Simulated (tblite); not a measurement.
**Run report: C₇H₁₀OSi₂, geometry relaxation (part 4 of 4)**

Continued. System: C₇H₁₀OSi₂. Method: GFN2-xTB geometry optimisation, gas phase (tblite 0.8.0). It belongs to a series of runs on one base structure; here: SiH2 inserted into a C-C bond.

Geometry of the input (Å):
```
C  2.8921  0.8699  0.2065
C  1.6956  0.3500  0.0662
Si 1.4272  -1.4460  -0.3611
C  -0.4170  -1.2200  -0.3228
C  -1.3364  -2.3230  -0.5779
O  -2.5826  -2.2295  -0.5675
C  -0.7166  0.0115  -0.0140
Si -2.5030  0.5466  0.1230
C  0.3718  0.9033  0.2135
C  0.2122  2.2104  0.5378
H  3.0353  1.9247  0.4653
H  3.7790  0.2909  0.0678
H  1.7855  -2.3329  0.7323
H  1.9278  -1.8012  -1.6696
H  -0.9271  -3.2957  -0.8247
H  -3.3029  -0.4778  0.8154
H  -2.6035  1.7567  0.9490
H  -3.1022  0.7855  -1.1817
H  1.1018  2.8145  0.6881
H  -0.7422  2.6728  0.6514
```

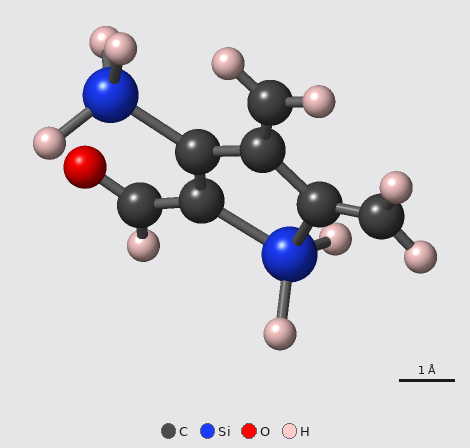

**Figure 1.** The geometry at step 95 of the log (ball-and-stick view, seen at a tilt).

**Trajectory as extended XYZ, continued**
```
20
Properties=species:S:1:pos:R:3:forces:R:3 step=82 energy=-748.69707
C     2.8812    0.8818    0.3124   -0.0020   0.0020  -0.0070
C     1.7176    0.2790    0.0897   -0.0050   0.0030   0.0080
Si    1.4855   -1.5258   -0.4190   -0.0010  -0.0070   0.0020
C    -0.3688   -1.2527   -0.3636    0.0050  -0.0010   0.0110
C    -1.4150   -2.1911   -0.6172    0.0100   0.0070  -0.0030
O    -2.5992   -1.9033   -0.5498   -0.0200  -0.0010   0.0080
C    -0.7231    0.0199   -0.0109    0.0080   0.0020  -0.0090
Si   -2.5825    0.4048    0.1379    0.0120  -0.0170   0.0010
C     0.3913    0.9272    0.2235   -0.0030   0.0030  -0.0010
C     0.2331    2.2256    0.5104   -0.0070   0.0020   0.0200
H     2.9719    1.9144    0.6122    0.0110  -0.0020   0.0110
H     3.8095    0.3474    0.1983    0.0030   0.0060   0.0000
H     1.9702   -2.4809    0.5807    0.0040  -0.0090  -0.0070
H     2.0155   -1.8362   -1.7487   -0.0070  -0.0040  -0.0020
H    -1.1122   -3.2167   -0.8853    0.0060   0.0110  -0.0020
H    -3.1326   -0.3475    1.2616   -0.0120  -0.0050  -0.0050
H    -2.6839    1.8145    0.5815    0.0050   0.0180   0.0010
H    -3.1999    0.3992   -1.1841    0.0060   0.0010   0.0030
H     1.0751    2.8767    0.6728   -0.0090  -0.0020  -0.0190
H    -0.7388    2.6742    0.5946   -0.0040  -0.0080  -0.0090
20
Properties=species:S:1:pos:R:3:forces:R:3 step=85 energy=-748.69742
C     2.8822    0.8810    0.3176    0.0020   0.0020   0.0010
C     1.7181    0.2805    0.0901    0.0080  -0.0080  -0.0050
Si    1.4865   -1.5232   -0.4258   -0.0060  -0.0070   0.0020
C    -0.3679   -1.2537   -0.3599   -0.0030   0.0000   0.0040
C    -1.4144   -2.1929   -0.6088   -0.0100   0.0010  -0.0010
O    -2.5993   -1.9044   -0.5472    0.0220  -0.0050   0.0100
C    -0.7223    0.0192   -0.0099    0.0030   0.0050  -0.0040
Si   -2.5813    0.4050    0.1366   -0.0100  -0.0130   0.0060
C     0.3912    0.9278    0.2224    0.0100  -0.0050   0.0110
C     0.2311    2.2259    0.5091   -0.0020  -0.0070   0.0100
H     2.9760    1.9114    0.6242   -0.0070   0.0030   0.0070
H     3.8110    0.3471    0.2037   -0.0080  -0.0030  -0.0040
H     1.9763   -2.4850    0.5649    0.0080  -0.0050  -0.0060
H     2.0047   -1.8287   -1.7619   -0.0040   0.0020   0.0060
H    -1.1102   -3.2209   -0.8664   -0.0040   0.0130  -0.0070
H    -3.1420   -0.3453    1.2574    0.0020   0.0060  -0.0180
H    -2.6801    1.8163    0.5769    0.0000   0.0100   0.0070
H    -3.1946    0.4019   -1.1875    0.0050  -0.0040   0.0010
H     1.0723    2.8777    0.6707   -0.0060   0.0080  -0.0160
H    -0.7424    2.6710    0.5909   -0.0010   0.0070  -0.0040
20
Properties=species:S:1:pos:R:3:forces:R:3 step=87 energy=-748.69755
C     2.8824    0.8809    0.3194    0.0000  -0.0010   0.0030
C     1.7185    0.2803    0.0904    0.0060  -0.0030  -0.0030
Si    1.4865   -1.5231   -0.4270   -0.0010  -0.0010   0.0020
C    -0.3676   -1.2540   -0.3585   -0.0030   0.0020  -0.0020
C    -1.4144   -2.1924   -0.6070   -0.0060  -0.0010   0.0040
O    -2.5992   -1.9040   -0.5433    0.0120   0.0000   0.0070
C    -0.7219    0.0193   -0.0101   -0.0020   0.0010   0.0080
Si   -2.5813    0.4036    0.1363   -0.0010   0.0220   0.0000
C     0.3915    0.9275    0.2226    0.0040  -0.0030   0.0080
C     0.2299    2.2253    0.5092    0.0020  -0.0020  -0.0020
H     2.9772    1.9107    0.6281   -0.0120  -0.0020   0.0040
H     3.8107    0.3463    0.2055   -0.0010  -0.0040  -0.0040
H     1.9796   -2.4864    0.5602    0.0080  -0.0060  -0.0020
H     2.0015   -1.8265   -1.7645   -0.0010   0.0010   0.0010
H    -1.1108   -3.2199   -0.8651   -0.0010  -0.0010  -0.0110
H    -3.1420   -0.3442    1.2577   -0.0030   0.0020  -0.0070
H    -2.6794    1.8175    0.5742   -0.0010  -0.0140   0.0030
H    -3.1924    0.4018   -1.1886    0.0030  -0.0080   0.0000
H     1.0705    2.8782    0.6687   -0.0020   0.0120  -0.0100
H    -0.7442    2.6696    0.5889    0.0010   0.0060  -0.0010
20
Properties=species:S:1:pos:R:3:forces:R:3 step=90 energy=-748.69774
C     2.8828    0.8787    0.3272   -0.0050  -0.0070   0.0030
C     1.7196    0.2801    0.0901   -0.0110   0.0020   0.0100
Si    1.4863   -1.5217   -0.4329    0.0040  -0.0010   0.0010
C    -0.3676   -1.2532   -0.3596    0.0050   0.0020   0.0000
C    -1.4145   -2.1925   -0.6033    0.0130  -0.0030   0.0020
O    -2.5988   -1.9068   -0.5275   -0.0170   0.0020   0.0020
C    -0.7216    0.0201   -0.0111    0.0010  -0.0040   0.0170
Si   -2.5811    0.4043    0.1358    0.0090   0.0060  -0.0060
C     0.3925    0.9273    0.2225   -0.0070   0.0070  -0.0010
C     0.2290    2.2252    0.5084    0.0060   0.0140  -0.0160
H     2.9763    1.9067    0.6425   -0.0080  -0.0070   0.0010
H     3.8103    0.3428    0.2136    0.0040   0.0050  -0.0030
H     1.9846   -2.4900    0.5469    0.0050  -0.0030   0.0010
H     1.9967   -1.8199   -1.7730    0.0010   0.0010  -0.0060
H    -1.1109   -3.2180   -0.8687   -0.0010  -0.0090  -0.0100
H    -3.1368   -0.3335    1.2657   -0.0070  -0.0010   0.0000
H    -2.6796    1.8216    0.5584   -0.0040   0.0040   0.0090
H    -3.1948    0.3886   -1.1877    0.0000  -0.0060  -0.0040
H     1.0678    2.8811    0.6651    0.0050   0.0050  -0.0030
H    -0.7454    2.6699    0.5845    0.0060  -0.0060   0.0040
20
Properties=species:S:1:pos:R:3:forces:R:3 step=93 energy=-748.69796
C     2.8826    0.8756    0.3354   -0.0040  -0.0020   0.0020
C     1.7196    0.2798    0.0909   -0.0030  -0.0080   0.0070
Si    1.4869   -1.5204   -0.4396    0.0030   0.0010  -0.0030
C    -0.3670   -1.2525   -0.3590    0.0000  -0.0100   0.0140
C    -1.4135   -2.1941   -0.5971   -0.0050   0.0030  -0.0120
O    -2.5980   -1.9101   -0.5150    0.0050  -0.0070   0.0010
C    -0.7209    0.0202   -0.0080    0.0020  -0.0040   0.0010
Si   -2.5800    0.4069    0.1347   -0.0080  -0.0250   0.0060
C     0.3931    0.9283    0.2235    0.0010   0.0000  -0.0020
C     0.2293    2.2271    0.5049    0.0040   0.0020  -0.0130
H     2.9738    1.9013    0.6587   -0.0010  -0.0020   0.0020
H     3.8110    0.3412    0.2200   -0.0040   0.0060   0.0010
H     1.9917   -2.4958    0.5305   -0.0010   0.0100  -0.0030
H     1.9896   -1.8125   -1.7846    0.0000   0.0060   0.0020
H    -1.1098   -3.2193   -0.8658   -0.0030   0.0080   0.0000
H    -3.1401   -0.3244    1.2674    0.0000   0.0050  -0.0060
H    -2.6789    1.8258    0.5484   -0.0050   0.0160   0.0070
H    -3.1946    0.3777   -1.1884    0.0050   0.0030   0.0000
H     1.0660    2.8862    0.6593    0.0130  -0.0030  -0.0060
H    -0.7459    2.6696    0.5810    0.0000   0.0020   0.0030
20
Properties=species:S:1:pos:R:3:forces:R:3 step=95 energy=-748.69805
C     2.8822    0.8755    0.3349    0.0000   0.0020   0.0020
C     1.7192    0.2790    0.0922    0.0040  -0.0030   0.0000
Si    1.4873   -1.5211   -0.4385   -0.0020   0.0030  -0.0030
C    -0.3665   -1.2532   -0.3563   -0.0040  -0.0080   0.0110
C    -1.4132   -2.1939   -0.5968   -0.0100   0.0010  -0.0050
O    -2.5978   -1.9090   -0.5168    0.0060  -0.0040  -0.0030
C    -0.7206    0.0195   -0.0052   -0.0020  -0.0030  -0.0030
Si   -2.5799    0.4065    0.1348   -0.0050   0.0000   0.0070
C     0.3932    0.9282    0.2248    0.0010  -0.0050   0.0000
C     0.2294    2.2278    0.5031    0.0020  -0.0060  -0.0030
H     2.9730    1.9011    0.6579    0.0000   0.0020   0.0030
H     3.8110    0.3423    0.2177   -0.0020   0.0010   0.0030
H     1.9945   -2.4966    0.5302   -0.0020   0.0090  -0.0010
H     1.9879   -1.8124   -1.7843    0.0020   0.0060   0.0000
H    -1.1107   -3.2195   -0.8647    0.0030   0.0060  -0.0020
H    -3.1443   -0.3270    1.2629   -0.0040   0.0000   0.0060
H    -2.6788    1.8254    0.5539   -0.0040  -0.0060  -0.0020
H    -3.1905    0.3818   -1.1903    0.0050   0.0030   0.0000
H     1.0659    2.8876    0.6564    0.0080  -0.0060  -0.0090
H    -0.7465    2.6686    0.5810    0.0040   0.0060  -0.0010
20
Properties=species:S:1:pos:R:3:forces:R:3 step=98 energy=-748.69817
C     2.8817    0.8743    0.3392   -0.0020   0.0020   0.0010
C     1.7192    0.2780    0.0935    0.0010   0.0110  -0.0050
Si    1.4873   -1.5202   -0.4414   -0.0060  -0.0020   0.0000
C    -0.3665   -1.2547   -0.3531   -0.0040   0.0090  -0.0080
C    -1.4139   -2.1940   -0.5954    0.0070  -0.0060   0.0170
O    -2.5982   -1.9102   -0.5105   -0.0100   0.0050  -0.0110
C    -0.7205    0.0187   -0.0042   -0.0040   0.0010   0.0090
Si   -2.5802    0.4057    0.1352    0.0030   0.0120  -0.0020
C     0.3933    0.9275    0.2249   -0.0050  -0.0010   0.0000
C     0.2301    2.2279    0.4999    0.0000  -0.0010   0.0060
H     2.9715    1.8990    0.6651    0.0010   0.0020   0.0030
H     3.8105    0.3418    0.2213    0.0040  -0.0010   0.0050
H     1.9986   -2.4965    0.5234    0.0020   0.0000   0.0050
H     1.9852   -1.8069   -1.7889    0.0020   0.0040  -0.0060
H    -1.1114   -3.2183   -0.8660    0.0030  -0.0090  -0.0100
H    -3.1444   -0.3234    1.2658   -0.0070  -0.0030   0.0100
H    -2.6802    1.8266    0.5492   -0.0010  -0.0130  -0.0030
H    -3.1885    0.3783   -1.1913    0.0050   0.0000   0.0060
H     1.0671    2.8879    0.6513    0.0000  -0.0120  -0.0110
H    -0.7458    2.6692    0.5790    0.0110   0.0020  -0.0070
20
Properties=species:S:1:pos:R:3:forces:R:3 step=101 energy=-748.69838
C     2.8809    0.8717    0.3499    0.0000   0.0010  -0.0020
C     1.7195    0.2776    0.0945   -0.0050   0.0010  -0.0120
Si    1.4865   -1.5176   -0.4502    0.0010  -0.0020   0.0020
C    -0.3674   -1.2561   -0.3481    0.0010   0.0100  -0.0170
C    -1.4143   -2.1966   -0.5886    0.0110  -0.0040   0.0020
O    -2.5988   -1.9153   -0.4994   -0.0040   0.0010  -0.0040
C    -0.7211    0.0174    0.0004   -0.0030   0.0010   0.0140
Si   -2.5806    0.4068    0.1367   -0.0020  -0.0170   0.0030
C     0.3934    0.9265    0.2254   -0.0030   0.0030   0.0010
C     0.2320    2.2284    0.4937   -0.0020   0.0020   0.0060
H     2.9683    1.8938    0.6849    0.0040   0.0010   0.0030
H     3.8107    0.3410    0.2307   -0.0020   0.0000   0.0080
H     2.0061   -2.4978    0.5057    0.0030  -0.0050   0.0060
H     1.9781   -1.7938   -1.8027   -0.0040   0.0040   0.0000
H    -1.1095   -3.2188   -0.8656   -0.0050  -0.0070  -0.0020
H    -3.1505   -0.3135    1.2708    0.0030  -0.0020  -0.0010
H    -2.6820    1.8295    0.5382    0.0020   0.0110   0.0040
H    -3.1849    0.3679   -1.1912    0.0020   0.0020   0.0030
H     1.0706    2.8877    0.6380    0.0050  -0.0050  -0.0070
H    -0.7424    2.6718    0.5737   -0.0020   0.0050  -0.0090
20
Properties=species:S:1:pos:R:3:forces:R:3 step=103 energy=-748.69847
C     2.8807    0.8722    0.3496    0.0000   0.0000  -0.0020
C     1.7195    0.2776    0.0944   -0.0030  -0.0010  -0.0050
Si    1.4863   -1.5180   -0.4493    0.0050   0.0030   0.0020
C    -0.3677   -1.2562   -0.3466    0.0030  -0.0030  -0.0070
C    -1.4142   -2.1971   -0.5882   -0.0040   0.0040  -0.0170
O    -2.5989   -1.9149   -0.5027    0.0100  -0.0040   0.0040
C    -0.7215    0.0167    0.0039    0.0010  -0.0050   0.0030
Si   -2.5810    0.4062    0.1383   -0.0010  -0.0060   0.0070
C     0.3932    0.9260    0.2266   -0.0020   0.0020   0.0010
C     0.2324    2.2283    0.4928   -0.0010   0.0010  -0.0010
H     2.9681    1.8943    0.6851    0.0020  -0.0020   0.0020
H     3.8109    0.3422    0.2301   -0.0030  -0.0020   0.0070
H     2.0072   -2.4977    0.5070    0.0000  -0.0020   0.0010
H     1.9772   -1.7928   -1.8025   -0.0050   0.0010   0.0040
H    -1.1096   -3.2191   -0.8671   -0.0050   0.0000   0.0060
H    -3.1550   -0.3156    1.2691    0.0030  -0.0030   0.0000
H    -2.6819    1.8286    0.5423    0.0030   0.0040   0.0040
H    -3.1813    0.3707   -1.1913   -0.0010   0.0020  -0.0010
H     1.0720    2.8868    0.6330    0.0060   0.0030  -0.0030
H    -0.7416    2.6725    0.5724   -0.0050   0.0070  -0.0050
20
Properties=species:S:1:pos:R:3:forces:R:3 step=106 energy=-748.69853
C     2.8803    0.8723    0.3497   -0.0030  -0.0010   0.0020
C     1.7191    0.2776    0.0941    0.0020   0.0060   0.0070
Si    1.4867   -1.5181   -0.4485    0.0000   0.0010   0.0010
C    -0.3675   -1.2566   -0.3465    0.0000  -0.0010  -0.0020
C    -1.4142   -2.1968   -0.5897    0.0060  -0.0010  -0.0030
O    -2.5987   -1.9145   -0.5028   -0.0060   0.0030   0.0000
C    -0.7216    0.0156    0.0065    0.0020  -0.0010  -0.0080
Si   -2.5813    0.4049    0.1397    0.0020   0.0090   0.0010
C     0.3927    0.9257    0.2275   -0.0010  -0.0010   0.0000
C     0.2323    2.2285    0.4919   -0.0010   0.0050  -0.0060
H     2.9681    1.8941    0.6858   -0.0010  -0.0020   0.0010
H     3.8105    0.3422    0.2312   -0.0010  -0.0040   0.0030
H     2.0087   -2.4976    0.5078   -0.0020   0.0020  -0.0030
H     1.9759   -1.7914   -1.8023   -0.0010  -0.0020   0.0000
H    -1.1108   -3.2189   -0.8689    0.0010  -0.0010   0.0010
H    -3.1561   -0.3171    1.2697    0.0010  -0.0040   0.0020
H    -2.6819    1.8281    0.5442    0.0030  -0.0090   0.0030
H    -3.1789    0.3724   -1.1917   -0.0010  -0.0010   0.0050
H     1.0732    2.8866    0.6289   -0.0050   0.0010  -0.0020
H    -0.7416    2.6736    0.5705    0.0040   0.0020  -0.0020
```

**Key numbers**

```csv
quantity,value
outcome,converged
total energy,−748.6985 eV
hardware,"1 CPU thread, shared host"
wall time,2 s
peak memory,0.18 GiB
```
